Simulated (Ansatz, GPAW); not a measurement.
# A 7-layer slab of Y(0001): work function by functional and basis

How far do functional and basis move the work function of a 7-layer slab of Y(0001)?

Method: Ansatz plane waves; slab in vacuum with a dipole correction, relaxation, in the first sound run; inputs show where later runs differ, in GPAW 26.7.0 and Ansatz 0.2.0.

## 1. The structure

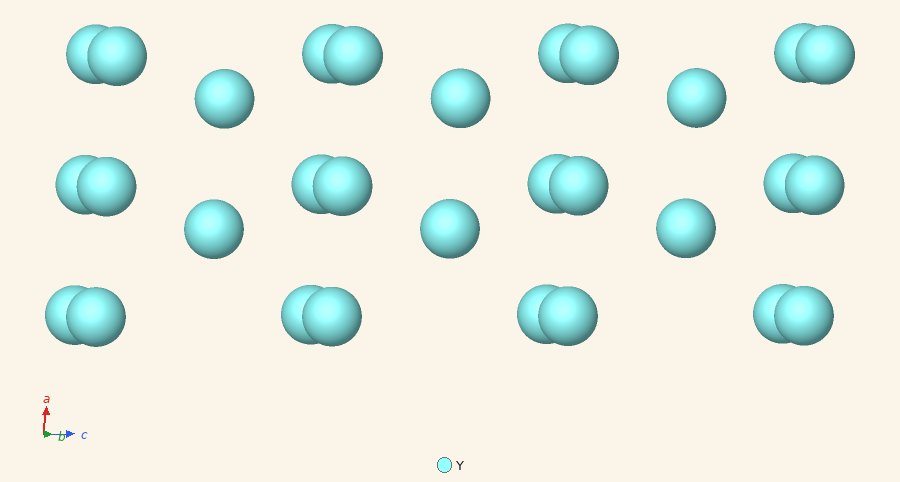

The starting structure, seen from the side, with the c axis across the page (yttrium light teal). 2×1×1 cells are drawn. Some periodic images of atoms are drawn too.

The cell holds 7 atoms: 7 Y. Its edges and angles: a = 3.650 Å, b = 3.650 Å, c = 35.202 Å, α = 90.0°, β = 90.0°, γ = 60.0°. Vacuum lies along c.

Structure file:

```cif
data_structure
_symmetry_space_group_name_H-M 'P 1'
_symmetry_Int_Tables_number 1
_cell_length_a 3.6500
_cell_length_b 3.6500
_cell_length_c 35.2024
_cell_angle_alpha 90.000
_cell_angle_beta 90.000
_cell_angle_gamma 60.000
_cell_volume 406.15
loop_
_atom_site_label
_atom_site_type_symbol
_atom_site_fract_x
_atom_site_fract_y
_atom_site_fract_z
_atom_site_occupancy
Y1 Y 0.00000 0.00000 0.25566 1
Y2 Y 0.66667 0.66667 0.33711 1
Y3 Y 0.00000 0.00000 0.41855 1
Y4 Y 0.66667 0.66667 0.50000 1
Y5 Y 0.00000 0.00000 0.58145 1
Y6 Y 0.66667 0.66667 0.66289 1
Y7 Y 0.00000 0.00000 0.74434 1
```

## 2. Relaxing the atoms

The atoms are relaxed first, since the surface dipole, and with it the work function, follows the positions of the outer layers. The lowest 3 atoms are held at bulk positions and keep their forces.

Input file input.yaml:

```yaml
crystal:
  lattice:
    - [3.65, 0.0, 0.0]
    - [1.825, 3.1609927238, 0.0]
    - [0.0, 0.0, 35.20245]
  atoms:
    - { symbol: "Y", position: [0.0, 0.0, 0.2556640234] }
    - { symbol: "Y", position: [0.6666666667, 0.6666666667, 0.3371093489] }
    - { symbol: "Y", position: [0.0, 0.0, 0.4185546745] }
    - { symbol: "Y", position: [0.6666666667, 0.6666666667, 0.5] }
    - { symbol: "Y", position: [0.0, 0.0, 0.5814453255] }
    - { symbol: "Y", position: [0.6666666667, 0.6666666667, 0.6628906511] }
    - { symbol: "Y", position: [0.0, 0.0, 0.7443359766] }
kpoints:
  mp_grid: { grid: [10, 10, 1] }
hamiltonian:
  xc: pbe
scf:
  occupations: { method: fermi_dirac, width: 0.1 }
efield:
  axis: 3
  dipole_correction: true
  ramp_width: 0.05
relax:
  f_tol: 0.02
  max_steps: 60
  constraints: [{ sites: [0, 1, 2] }]
output:
  write_potential: true
  write_density: true
  volumetric_format: npy
```

Started as:

```
> ansatz run input.yaml --threads 4 --pin off --max-ram 8192MiB --backend cpu --events-out ev --progress --plain --runs-dir out
```

Numbers of over 12 decimals in the logs are rounded to 6 here.

Output:

```text
Engine: ansatz 0.2.0, x86_64-unknown-linux-gnu
Pseudopotentials: kind: paw
Pseudopotential: Y, paw, valence charge 11, recommended cutoff 420 eV (normal), Y.paw.azcp
Functional definition: PBE
  parameter kappa = 0.804
  parameter beta = 0.066725
  exchange = pbe_x(kappa = kappa, mu = beta*pi^2/3)
  correlation = pbe_c(beta = beta)
Crystal: 7 atoms, lattice volume = 406.153 Å³
Basis set: ecut = 420 eV, 7797 PW (Γ), exchange–correlation on 50×50×480 points (8 copies of the dense FFT grid, shifted against one another)
Bands: 47, of which v1, the nominal top of the filled ones, is band 39 counted from 1 (38 counted from 0)
Symmetry: 6 space group operations
k-points: 14 of 100 (time reversal used)
Non-local potential: Y, projectors of the file, l = 0: 3, l = 1: 2, l = 2: 2, l = 3: 1
PAW form: soft (Blöchl's): semilocal exchange-correlation on the pseudo side does not see the compensation charge
PAW one-centre angular grid: Y, 590 points (default); XC on 64 Gauss nodes
Initial density: superposition of atomic densities (neutral atoms: chi_scale 0, normalization atom), corrected by the library's trained network
Initial wavefunctions: pseudopotential atomic-orbital guess
Functional: x = pbe(κ = 0.804, μ = 0.219515), c = pbe(β = 0.066725)
SCF iter   1: F=—  HF=-26939.477516 eV  |F-HF|=—  |Δ(HF+E_count)|=         —  Δρ=2.61e-3  dr2=7.58e-1  ethr=1.77e-3  p=0.000 e·Å  D=2.01e-13 V/Å  ΔV_dip=-0.00 eV  dr2_dipole=1.49e-4  V_vac-E_F(+/−)=2.98/2.98 eV  ⟨swp⟩=8.1  Hψ=6304  notcnv=0
efield: sawtooth ramp at fractional position 0.9750 (placed from the atoms, in the widest stretch of the axis that holds none; the zero of the levels goes with the place), width 0.0500; the density the first Hamiltonian is built on has a dipole p = 0.000 e·Å; the dipole correction subtracts the counter field D = 2.01e-13 V/Å, which shifts the + side's vacuum level by -0.00 eV against the − side's; the planar-averaged density in the ramp window peaks in size at 3.3e-5 e/Å³
automatic band count: the SCF goes on with 55 bands, as 47 were too few: the levels above may hold too much charge
preconditioner: auto → LDOS  [metal: Δε(μ)=0.018 eV  Ē_g=2.590 eV  σ=0.100 eV  W_gap=0.04  n_scr=64 (ndim 8)  ℏωp=8.4 eV  f_vac=0.379  D(μ)=15.73/eV (n_scr^D=142)  β→1.0]
SCF iter   2: F=—  HF=-26939.467265 eV  |F-HF|=—  |Δ(HF+E_count)|=   1.03e-2  Δρ=9.08e-4  dr2=1.69e-2  ethr=9.85e-4  p=0.000 e·Å  D=2.33e-5 V/Å  ΔV_dip=-0.00 eV  dr2_dipole=8.03e-5  V_vac-E_F(+/−)=3.25/3.25 eV  ⟨swp⟩=1.9  Hψ=912  notcnv=0
SCF iter   3: F=—  HF=-26939.466997 eV  |F-HF|=—  |Δ(HF+E_count)|=   2.68e-4  Δρ=5.28e-4  dr2=7.60e-3  ethr=2.20e-5  p=-0.000 e·Å  D=-1.28e-5 V/Å  ΔV_dip=0.00 eV  dr2_dipole=3.09e-7  V_vac-E_F(+/−)=3.30/3.30 eV  ⟨swp⟩=2.0  Hψ=1212  notcnv=0
SCF iter   4: F=—  HF=-26939.466607 eV  |F-HF|=—  |Δ(HF+E_count)|=   3.89e-4  Δρ=1.30e-4  dr2=2.02e-4  ethr=9.88e-6  p=-0.000 e·Å  D=-1.05e-5 V/Å  ΔV_dip=0.00 eV  dr2_dipole=5.67e-9  V_vac-E_F(+/−)=3.33/3.33 eV  ⟨swp⟩=2.0  Hψ=879  notcnv=0
SCF iter   5: F=—  HF=-26939.466626 eV  |F-HF|=—  |Δ(HF+E_count)|=   1.93e-5  Δρ=4.00e-5  dr2=3.32e-5  ethr=2.63e-7  p=-0.000 e·Å  D=-5.11e-6 V/Å  ΔV_dip=0.00 eV  dr2_dipole=9.19e-9  V_vac-E_F(+/−)=3.36/3.36 eV  ⟨swp⟩=2.1  Hψ=1213  notcnv=0
SCF iter   6: F=—  HF=-26939.466631 eV  |F-HF|=—  |Δ(HF+E_count)|=   4.44e-6  Δρ=2.42e-5  dr2=2.01e-5  ethr=1.30e-8  p=-0.000 e·Å  D=-2.72e-6 V/Å  ΔV_dip=0.00 eV  dr2_dipole=1.56e-8  V_vac-E_F(+/−)=3.37/3.37 eV  ⟨swp⟩=11.3  Hψ=5910  notcnv=0
SCF iter   7: F=-26939.466630 eV  HF=-26939.466631 eV  |F-HF|=8.23e-7  |Δ(HF+E_count)|=   3.19e-7  Δρ=7.80e-6  dr2=1.23e-6  ethr=1.30e-8  p=-0.000 e·Å  D=-8.95e-7 V/Å  ΔV_dip=0.00 eV  dr2_dipole=5.36e-9  V_vac-E_F(+/−)=3.37/3.37 eV  ⟨swp⟩=9.3  Hψ=5407  notcnv=0
SCF 1 converged in 7 iterations: F = -26939.466630 eV  dr2 = 1.23e-6
  greatest PAW one-centre occupation: 0.994 electrons in one spin orbital (limit 2), on the Y atom at site 4 (counted from 0), in its partial waves of l = 0
relax step   1: F+E_penalty+E_count = -26939.46662972 eV  Δ(F+E_penalty+E_count) = +0.000e0 eV  max|allowed force component| = 1.761e-1 eV/Å  Δτ_max = 0.0000 Å  (7 SCF iters, dr2 threshold 1.00e-5 eV, accepted)
Bands: 55, of which v1, the nominal top of the filled ones, is band 39 counted from 1 (38 counted from 0)
Initial density: handed on by an earlier stage of this run
Initial wavefunctions: those handed on with the density
iter 1 solved again at ethr=5.05e-4 eV; its pass at ethr=3.10e-3 eV (dr2=3.89e-1 eV) is discarded
SCF iter   1: F=—  HF=-26939.492898 eV  |F-HF|=—  |Δ(HF+E_count)|=         —  Δρ=2.42e-3  dr2=4.78e-1  ethr=5.05e-4  p=-0.000 e·Å  D=-9.67e-7 V/Å  ΔV_dip=0.00 eV  dr2_dipole=7.02e-2  V_vac-E_F(+/−)=3.38/3.38 eV  ⟨swp⟩=1.1  Hψ=2349  notcnv=0
efield: sawtooth ramp at fractional position 0.9750 (handed on by an earlier solve), width 0.0500; the density the first Hamiltonian is built on has a dipole p = -0.000 e·Å; the dipole correction subtracts the counter field D = -9.67e-7 V/Å, which shifts the + side's vacuum level by +0.00 eV against the − side's; the planar-averaged density in the ramp window peaks in size at 5.9e-7 e/Å³
eigensolver tolerance schedule calibrated: the retry pair's looser diagonalisation under-reported the residual by θ = 0.19 (0.24/decade); ethr = c·dr2/N_el runs at the constant in force after the calibration composes with the one it found (an armed cap, an earlier calibration), c = 1.8e-2
preconditioner: auto → LDOS  [metal: Δε(μ)=0.024 eV  Ē_g=2.616 eV  σ=0.100 eV  W_gap=0.06  n_scr=64 (ndim 8)  ℏωp=8.4 eV  f_vac=0.385  D(μ)=14.55/eV (n_scr^D=130)  β→1.0]
SCF iter   2: F=—  HF=-26939.477984 eV  |F-HF|=—  |Δ(HF+E_count)|=   1.49e-2  Δρ=1.12e-3  dr2=2.65e-2  ethr=1.10e-4  p=0.006 e·Å  D=2.47e-3 V/Å  ΔV_dip=-0.09 eV  dr2_dipole=1.20e-3  V_vac-E_F(+/−)=3.28/3.37 eV  ⟨swp⟩=2.1  Hψ=1300  notcnv=0
SCF iter   3: F=—  HF=-26939.475972 eV  |F-HF|=—  |Δ(HF+E_count)|=   2.01e-3  Δρ=4.52e-4  dr2=6.06e-3  ethr=6.11e-6  p=0.003 e·Å  D=1.14e-3 V/Å  ΔV_dip=-0.04 eV  dr2_dipole=5.10e-4  V_vac-E_F(+/−)=3.33/3.37 eV  ⟨swp⟩=2.2  Hψ=1366  notcnv=0
SCF iter   4: F=—  HF=-26939.475771 eV  |F-HF|=—  |Δ(HF+E_count)|=   2.01e-4  Δρ=1.52e-4  dr2=6.18e-4  ethr=1.40e-6  p=0.002 e·Å  D=1.03e-3 V/Å  ΔV_dip=-0.04 eV  dr2_dipole=1.72e-4  V_vac-E_F(+/−)=3.33/3.37 eV  ⟨swp⟩=2.0  Hψ=1208  notcnv=0
SCF iter   5: F=—  HF=-26939.475769 eV  |F-HF|=—  |Δ(HF+E_count)|=   2.43e-6  Δρ=4.76e-5  dr2=2.82e-5  ethr=1.42e-7  p=0.002 e·Å  D=7.96e-4 V/Å  ΔV_dip=-0.03 eV  dr2_dipole=4.42e-7  V_vac-E_F(+/−)=3.34/3.37 eV  ⟨swp⟩=2.0  Hψ=1212  notcnv=0
SCF iter   6: F=—  HF=-26939.475769 eV  |F-HF|=—  |Δ(HF+E_count)|=   5.08e-7  Δρ=1.55e-5  dr2=3.62e-6  ethr=6.50e-9  p=0.001 e·Å  D=6.14e-4 V/Å  ΔV_dip=-0.02 eV  dr2_dipole=1.94e-7  V_vac-E_F(+/−)=3.35/3.37 eV  ⟨swp⟩=2.2  Hψ=1248  notcnv=0
SCF iter   7: F=-26939.475768 eV  HF=-26939.475770 eV  |F-HF|=1.56e-6  |Δ(HF+E_count)|=   2.74e-7  Δρ=8.36e-6  dr2=1.58e-6  ethr=4.47e-10  p=0.001 e·Å  D=5.06e-4 V/Å  ΔV_dip=-0.02 eV  dr2_dipole=3.24e-7  V_vac-E_F(+/−)=3.35/3.37 eV  ⟨swp⟩=10.7  Hψ=5252  notcnv=0
SCF 2 converged in 7 iterations: F = -26939.475768 eV  dr2 = 1.58e-6
  greatest PAW one-centre occupation: 0.994 electrons in one spin orbital (limit 2), on the Y atom at site 6 (counted from 0), in its partial waves of l = 0
relax step   2: F+E_penalty+E_count = -26939.47576810 eV  Δ(F+E_penalty+E_count) = -9.138e-3 eV  max|allowed force component| = 4.089e-3 eV/Å  Δτ_max = 0.1108 Å  (7 SCF iters, dr2 threshold 1.94e-6 eV, accepted)
iter 1 solved again at ethr=2.06e-9 eV; its pass at ethr=3.10e-3 eV (dr2=1.59e-6 eV) is discarded
SCF iter   1: F=—  HF=-26939.475773 eV  |F-HF|=—  |Δ(HF+E_count)|=         —  Δρ=8.34e-6  dr2=1.59e-6  ethr=2.06e-9  p=0.001 e·Å  D=5.06e-4 V/Å  ΔV_dip=-0.02 eV  dr2_dipole=3.37e-7  V_vac-E_F(+/−)=3.35/3.37 eV  ⟨swp⟩=1.0  Hψ=1904  notcnv=0
efield: sawtooth ramp at fractional position 0.9750 (handed on by an earlier solve), width 0.0500; the density the first Hamiltonian is built on has a dipole p = 0.001 e·Å; the dipole correction subtracts the counter field D = 5.06e-4 V/Å, which shifts the + side's vacuum level by -0.02 eV against the − side's; the planar-averaged density in the ramp window peaks in size at 5.1e-7 e/Å³
preconditioner: auto → LDOS  [metal: Δε(μ)=0.021 eV  Ē_g=2.610 eV  σ=0.100 eV  W_gap=0.05  n_scr=64 (ndim 8)  ℏωp=8.4 eV  f_vac=0.384  D(μ)=15.03/eV (n_scr^D=142)  β→1.0]
SCF iter   2: F=—  HF=-26939.475770 eV  |F-HF|=—  |Δ(HF+E_count)|=   3.55e-6  Δρ=6.59e-6  dr2=6.59e-7  ethr=2.06e-9  p=0.001 e·Å  D=4.76e-4 V/Å  ΔV_dip=-0.02 eV  dr2_dipole=3.16e-8  V_vac-E_F(+/−)=3.35/3.37 eV  ⟨swp⟩=2.2  Hψ=1203  notcnv=0
SCF iter   3: F=—  HF=-26939.475770 eV  |F-HF|=—  |Δ(HF+E_count)|=   6.07e-8  Δρ=1.76e-6  dr2=1.21e-7  ethr=8.55e-10  p=0.001 e·Å  D=4.70e-4 V/Å  ΔV_dip=-0.02 eV  dr2_dipole=2.56e-8  V_vac-E_F(+/−)=3.35/3.37 eV  ⟨swp⟩=2.0  Hψ=1104  notcnv=0
SCF iter   4: F=-26939.475770 eV  HF=-26939.475770 eV  |F-HF|=3.44e-8  |Δ(HF+E_count)|=   1.25e-8  Δρ=8.40e-7  dr2=2.83e-8  ethr=1.30e-10  p=0.001 e·Å  D=4.52e-4 V/Å  ΔV_dip=-0.02 eV  dr2_dipole=1.09e-8  V_vac-E_F(+/−)=3.35/3.37 eV  ⟨swp⟩=8.8  Hψ=4375  notcnv=0
SCF 3 converged in 4 iterations: F = -26939.475770 eV  dr2 = 2.83e-8
relax step   3: F+E_penalty+E_count = -26939.47576962 eV  Δ(F+E_penalty+E_count) = -1.522e-6 eV  max|allowed force component| = 4.192e-3 eV/Å  Δτ_max = 0.0000 Å  (4 SCF iters, accepted)
NSCF: frozen V_eff on 14 k-points
the band table was solved once a step of the walk had ended and its energy, with any forces and stress, was formed, with the checks that follow a solve (3695 applications of the Hamiltonian). They found nothing against the state; the energy, forces and stress were not computed again (output.eigenvalues in the input reference)
WARN: The output density's exchange-correlation potential varies sharply where the density is thin. Do not read a vacuum level from v_tot or v_xc, or from such a field of the output density. On a cell that repeats whose density bears no net charge and no dipole along the vacuum's axis use v_es (v_loc + v_h of the components); under efield.dipole_correction with no amplitude use v_es + v_field, which holds any externa [...]
SCF converged after 4 iterations
Free energy (F): -26939.475770 eV
Harris-Foulkes:  -26939.475770 eV  (|F-HF|=3.44e-8)
Internal energy: -26938.992702 eV  (E = F + TS)
E sigma→0 (E₀):  -26939.234236 eV
Entropy (-TS):   -0.483068 eV (-69.010 meV/atom)
Fermi energy:    3.937119 eV
Dipole field:    D = 0.000550 V/Å  (p = 0.001236 e·Å, saw-weighted, corrected)
Work function:   Φ+ = 3.3522 eV   Φ− = 3.3716 eV
Levels:          The Fermi level and band energies are counted from a zero that moves with the ramp; work functions are not
--- Per-component energies (eV) ---
  E_band       = -1274.298739
  E_kinetic    = 2128.344585
  E_local      = -56339.663783  (includes V_loc(G=0)·N_el)
  E_nonlocal   = 351.191492
  E_hartree    = 27172.486181
  E_xc         = -1207.935752
  E_vxc        = -1386.225896  (∫ρ·V_xc dr)
  E_paw        = -19777.484658  (= ΣΔE_a)
  E_vpaw       = -372.910991  (= ΣTr[D̂ρ^β])
  E_aug_tail   = 0.000023  (compensation charges beyond the density's cutoff)
  E_efield     = 0.000000  (sawtooth field / dipole correction)
  E_vefield    = 0.001055  (∫n·V_field dr)
  E_ewald      = 20734.069210
  E_smearing   = -0.483068  (= −TS)
  E_closure    = 0.000000  (closes the sum)
  Σ components = -26939.475770   (vs F -26939.475770, Δ=0.00e0)
--- Forces (eV/Å), atoms counted from 1 ---
  atom   1  Y     -0.00000000    -0.00000000     0.17559989
  atom   2  Y      0.00000000     0.00000000    -0.17824031
  atom   3  Y      0.00000000    -0.00000000     0.01222345
  atom   4  Y      0.00000000     0.00000000    -0.00177632
  atom   5  Y     -0.00000000    -0.00000000    -0.00031382
  atom   6  Y      0.00000000     0.00000000    -0.00419155
  atom   7  Y     -0.00000000    -0.00000000    -0.00332984
  max |Σ_I F_I| component: 2.85e-5 eV/Å
--- Band table (eV; the first three rows and the last of 14) ---
  k-point 0: bands = [... 35 lower, 4.1086, 4.1172, 4.6463, 4.7346, 4.8399, 5.2257, 5.4793, 5.4793, ... 12 higher]
  k-point 1: bands = [... 35 lower, 4.1133, 4.1316, 4.4507, 4.5268, 4.6972, 5.1277, 5.2176, 5.2214, ... 12 higher]
  k-point 2: bands = [... 35 lower, 3.9627, 3.9986, 4.1036, 4.1241, 4.4417, 4.6021, 4.6683, 4.7142, ... 12 higher]
  k-point 13: bands = [... 35 lower, 3.5241, 3.5407, 3.6840, 3.7050, 3.9394, 3.9512, 4.2711, 4.2937, ... 12 higher]
--- Relaxed structure (3 steps of the walk, 3 accepted, 0 SCFs on fresh bases) ---
  F+E_penalty+E_count = -26939.47576962 eV   max|allowed force component| = 4.192e-3 eV/Å
  atoms:
    - { symbol: Y, position: [0, 0, 0.2556640234] }
    - { symbol: Y, position: [0.666667, 0.666667, 0.3371093489] }
    - { symbol: Y, position: [0, 0, 0.4185546745] }
    - { symbol: Y, position: [0.666667, 0.666667, 0.499593] }
    - { symbol: Y, position: [0, 0, 0.580600] }
    - { symbol: Y, position: [0.666667, 0.666667, 0.662343] }
    - { symbol: Y, position: [0, 0, 0.741188] }
```

It took 30 s on 4 threads of Intel Xeon Platinum 8259CL at 2.50GHz (Skylake/Cascade Lake), shared host; peak memory 0.94 GiB.

Relaxation path:

| step | energy less that of the first step (eV) | largest force component (eV/Å) |
| --- | --- | --- |
| 1 | 0.0000 | 0.1761 |
| 2 | -0.0091 | 0.0041 |
| 3 | -0.0091 | 0.0042 |

Forces are held to the 6 operations that the run works with; a distortion that breaks them can't arise in this run.

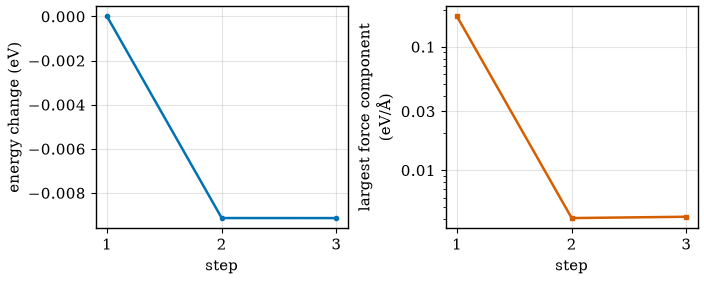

Energy and largest force along the relaxation.

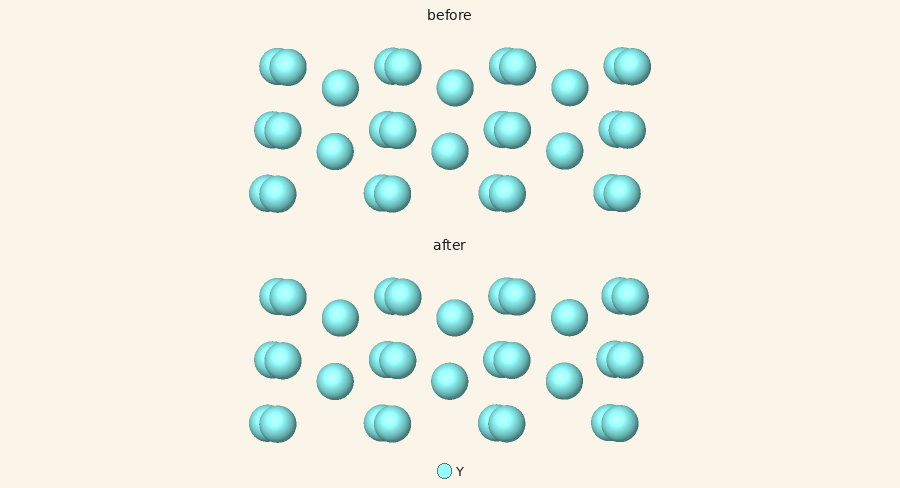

The structure before and after the relaxation, drawn at the same scale.

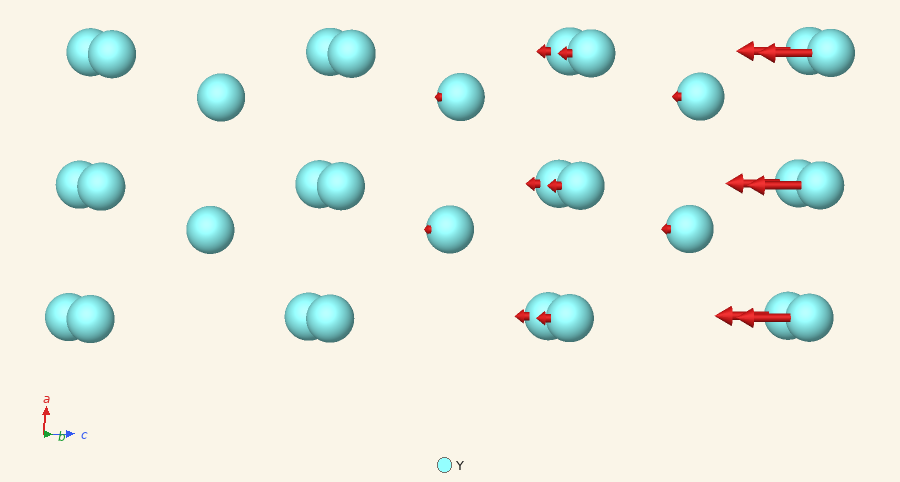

Displacements in the relaxation, exaggerated; the longest in the cell stands for 0.11 Å. 2×1×1 cells are drawn. Some periodic images of atoms are drawn too.

The atoms that moved most (Å):

| atom | dx | dy | dz | length |
| --- | --- | --- | --- | --- |
| Y7 | 0.000 | 0.000 | -0.111 | 0.111 |
| Y5 | 0.000 | 0.000 | -0.030 | 0.030 |
| Y6 | 0.000 | 0.000 | -0.019 | 0.019 |
| Y4 | 0.000 | 0.000 | -0.014 | 0.014 |

Final coordinates:

```cif
data_structure
_symmetry_space_group_name_H-M 'P 1'
_symmetry_Int_Tables_number 1
_cell_length_a 3.6500
_cell_length_b 3.6500
_cell_length_c 35.2024
_cell_angle_alpha 90.000
_cell_angle_beta 90.000
_cell_angle_gamma 60.000
_cell_volume 406.15
loop_
_atom_site_label
_atom_site_type_symbol
_atom_site_fract_x
_atom_site_fract_y
_atom_site_fract_z
_atom_site_occupancy
Y1 Y 0.00000 0.00000 0.25566 1
Y2 Y 0.66667 0.66667 0.33711 1
Y3 Y 0.00000 0.00000 0.41855 1
Y4 Y 0.66667 0.66667 0.49959 1
Y5 Y 0.00000 0.00000 0.58060 1
Y6 Y 0.66667 0.66667 0.66234 1
Y7 Y 0.00000 0.00000 0.74119 1
```

This step gave:

```yaml
free_energy: -26939.4758 eV
smearing_term_ts: 0.4831 eV
symmetry_operations: 6
upper_work_function: 3.352 eV
lower_work_function: 3.372 eV
dipole_along_the_normal: 0.001236 e·Å
dipole_field: 5.50e-4 V/Å
vacuum_level_above: 7.289 eV
vacuum_level_below: 7.309 eV
```

The electrostatic potential energy of an electron (with the applied field's), less the Fermi level, planar mean oscillates, so the rows of the table below give means over windows of 2.79 Å about each position, cut where the curve ends. Its maxima inside the range that stand out by 2 % of the span (Å: eV): 10.4: 0.929, 13.3: 0.737, 16.1: 0.737, 19.1: 0.717, 21.9: 0.773, 24.6: 0.576. Its minima: 8.9: -13.3, 11.9: -12.9, 14.7: -12.9, 17.6: -13.0, 20.4: -13.0, 23.3: -12.8, 26.1: -13.3.

The electrostatic potential energy of an electron (with the applied field's), less the Fermi level, planar mean by z; means over each step:

| z (Å) | electrostatic potential energy of an electron (with the applied field's), less the Fermi level, planar mean (eV) |
| --- | --- |
| 1.40 | 3.37 |
| 4.19 | 3.36 |
| 6.98 | 1.33 |
| 9.77 | -5.63 |
| 12.56 | -5.54 |
| 15.35 | -5.63 |
| 18.14 | -5.64 |
| 20.93 | -5.66 |
| 23.72 | -5.65 |
| 26.51 | -5.80 |
| 29.30 | 3.13 |
| 32.09 | 3.35 |
| 34.88 | 3.36 |

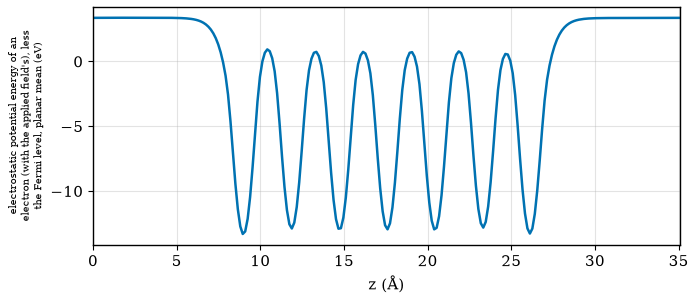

Electrostatic potential energy of an electron (with the applied field's), less the Fermi level, planar mean, plotted against z.

(Part 1 of 3 ends here.)

[Logs are printed without paths, hosts, clocks, repeated set-up lines and the standing remarks that a program may print on its own settings, such as how far it seeks lower states.]

[Hosts, paths, dates, database ids (printed as entryN), source tags and the programs' standing remarks are cut or masked in the printed files.]
